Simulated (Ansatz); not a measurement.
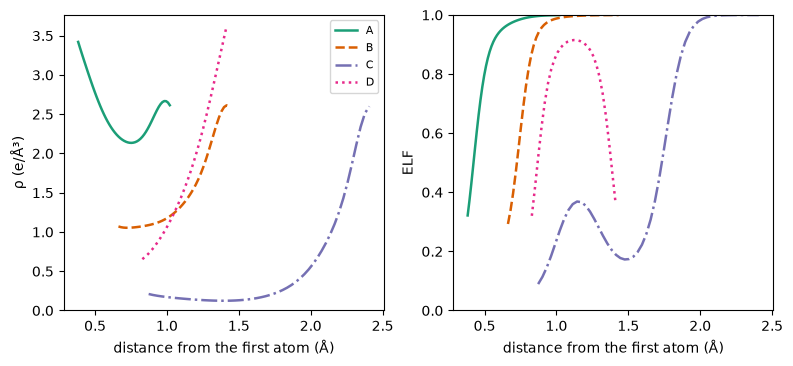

AlH4N···PH3. Total electron density and ELF along straight lines between neighbouring atoms. The curves leave out the atomic cores.

Not at a stationary point (largest force 0.5 eV/Å).

These are results of Ansatz, RKS BLYP/6-31G*, not measurements.

```xyz
10

Al   -0.0658   -0.2674   -0.1377
H    -0.1604   -0.4047    1.4234
H     1.2994   -0.0591   -0.9271
N    -1.5916   -0.2976   -1.0767
H    -2.5190   -0.4119   -0.6686
H    -1.6611   -0.1419   -2.0835
P    -0.1261    2.8829    1.3468
H    -1.5371    2.8581    1.0662
H    -0.3272    3.1184    2.7501
H    -0.0743    1.4635    1.5351
```

Which curve belongs to which contact (Al–H, Al–N, N–H and P–H)? The first atom named is at distance zero.

Curve A: N–H (1.02 Å): the density is about 2.7 e/Å³ at the midpoint; the ELF climbs to about 1 towards the hydrogen, as it does in any bond to H; a covalent bond by its length. Curve B: P–H (1.43 Å): ρ is about 1.1 e/Å³ halfway; the ELF climbs to about 1 towards the hydrogen. Curve C: Al1···H10 (2.41 Å): the density falls to about 0.12 e/Å³ on the way; the ELF climbs to about 1 towards the hydrogen. Curve D: Al–N (1.79 Å): ρ is about 0.77 e/Å³ halfway; the ELF peaks at about 0.90 in the valence shell of N, 0.7 Å from its nucleus, and is about 0.60 at the midpoint.
